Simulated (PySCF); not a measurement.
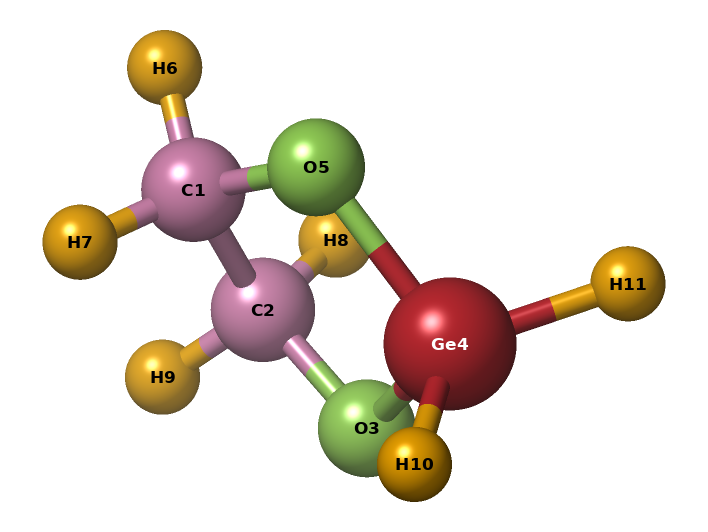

The computed structure is the end point of a GFN2-xTB optimisation. No frequency run is at hand to confirm it as a minimum. Properties computed with delta-SCF UKS SCAN, pcX-2 on the ionised atom, pcseg-1 elsewhere, spin-free X2C (PySCF 2.14.0).

Give the core-electron binding energies (to vacuum) of C1 1s, O3 1s.

| atom | level | binding energy (eV) |
| --- | --- | --- |
| C1 | 1s | 292.1 |
| O3 | 1s | 537.6 |

The geometry is semi-empirical. Around Ge such bond lengths and angles can be off by a tenth of an ångström or more and by several degrees, and values that hang on the shape move with them.
